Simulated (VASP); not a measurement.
Band structure of SrAlSi (space group P-6m2). Method: PBEsol GGA, VASP's PBE PAW potentials (set 64) (plane waves; VASP).

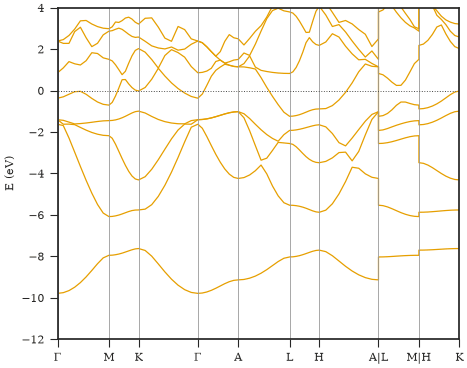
Bands along high-symmetry lines, zero at the valence-band maximum or, without a gap, the Fermi level

### Question
Read the plot: is there a gap, and where are the band edges?

### Answer
It has no gap at this level: it comes out as a metal or semimetal. (Edges off the drawn lines would not show.)

The structure comes from a computed database's SrAlSi entry (P-6m2); how it stands against other phases isn't given here. It was relaxed first. The electron count is odd and the run is not spin-polarised, which forces a metal.
